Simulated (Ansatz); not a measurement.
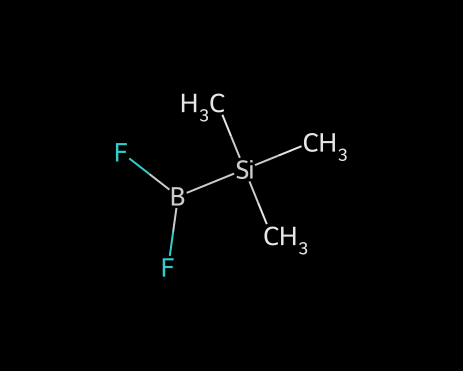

Skeletal drawing of a molecule.

Write the SMILES.

Answer. C[Si](C)(C)B(F)F

What is the molecular formula?

Answer. C3H9BF2Si.

An optimisation with PBE0-D4/def2-TZVP gave a structure of which point group?

Answer. Cs. Other conformers may differ.

The parts below concern this one geometry. Atoms keep their numbers from picture to picture. The computed structure is the end point of a PBE0-D4/def2-TZVP optimisation.

## Geometry

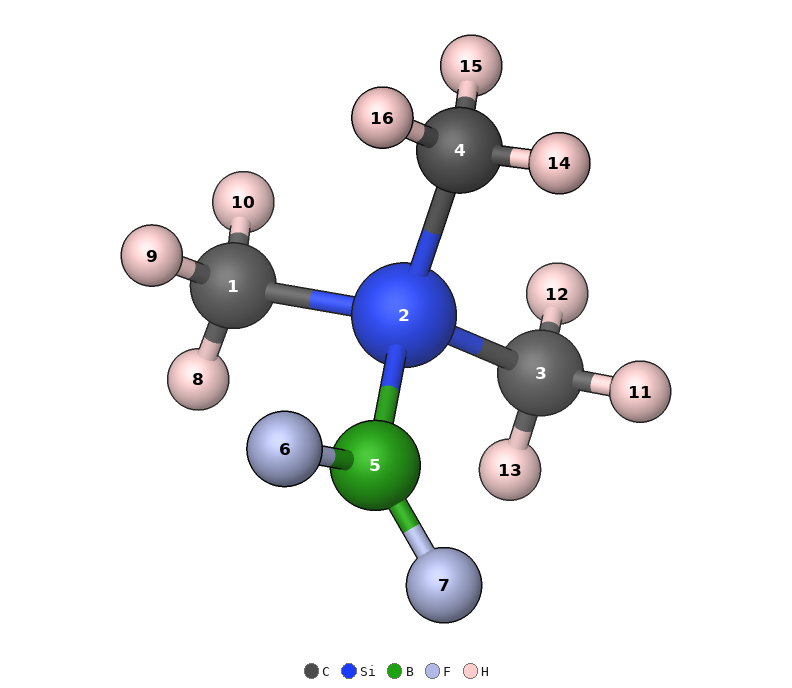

The atoms are numbered.

Describe the coordination of atom 1.

Answer. C1 has 4 neighbours (Si2 at 1.88, H8 at 1.09, H9 at 1.09, H10 at 1.09 Å); the arrangement is tetrahedral.

How are the neighbours of atom 2 arranged?

Answer. Si2 has 4 neighbours (C1 at 1.88, C3 at 1.87, C4 at 1.88, B5 at 2.04 Å); the arrangement is tetrahedral.

How are the neighbours of atom 5 arranged?

Answer. B5 has 3 neighbours (Si2 at 2.04, F6 at 1.33, F7 at 1.32 Å); the arrangement is trigonal planar.

What is the geometry at C3?

Answer. C3 has 4 neighbours (Si2 at 1.87, H11 at 1.09, H12 at 1.09, H13 at 1.09 Å); the arrangement is tetrahedral.

What is the dihedral angle C1–Si2–B5–F7?

Answer. 120° in size, that is anticlinal.

## Charges

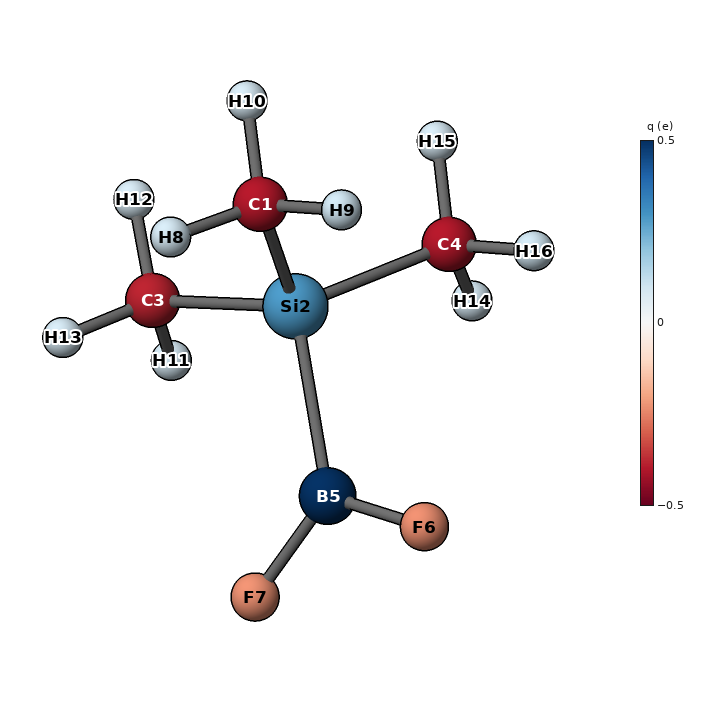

Atoms are coloured by their Mulliken charges. Properties computed with RKS B3LYP-D4/def2-TZVPP (Ansatz 0.2.0).

Give the Mulliken charges atom by atom.

| atom | value (e) |
| --- | --- |
| C1 | −0.40 |
| Si2 | 0.29 |
| C3 | −0.38 |
| C4 | −0.40 |
| B5 | 0.49 |
| F6 | −0.23 |
| F7 | −0.23 |
| H8 | 0.09 |
| H9 | 0.10 |
| H10 | 0.09 |
| H11 | 0.10 |
| H12 | 0.09 |
| H13 | 0.10 |
| H14 | 0.09 |
| H15 | 0.09 |
| H16 | 0.10 |

## Dipole moment

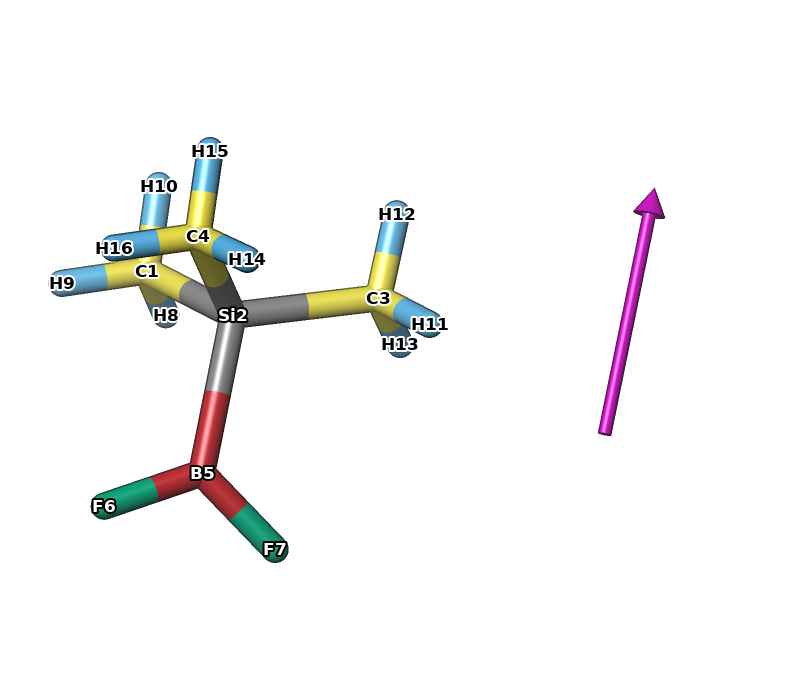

The arrow beside the molecule shows the direction of the dipole moment, from the negative to the positive end (its length means nothing). Properties computed with RKS PBE0-D4/def2-TZVP (Ansatz 0.2.0).

How large is the dipole moment?

Answer. 1.89 D; it points from the side of F6, F7 to the side of H10, H12, H15 (the outermost atoms at the two ends).

## Levels of theory compared

Program: Ansatz 0.2.0.

Tabulate HOMO–LUMO gap (eV) at these levels: B3LYP-D4/def2-TZVPP; BLYP-D4/def2-TZVPP; CAM-B3LYP-D4/def2-TZVPP; PBE0-D4/def2-TZVPP; SPW92 (LDA)/def2-TZVPP; r2SCAN-D4/def2-TZVPP; ωB97M-V/def2-SVP.

```csv
level,HOMO–LUMO gap (eV)
B3LYP-D4/def2-TZVPP,7.02
BLYP-D4/def2-TZVPP,5.19
CAM-B3LYP-D4/def2-TZVPP,9.95
PBE0-D4/def2-TZVPP,7.43
SPW92 (LDA)/def2-TZVPP,4.96
r2SCAN-D4/def2-TZVPP,5.69
ωB97M-V/def2-SVP,11.76
```

Mulliken values depend strongly on the basis set and can even reverse the polarity of a bond.
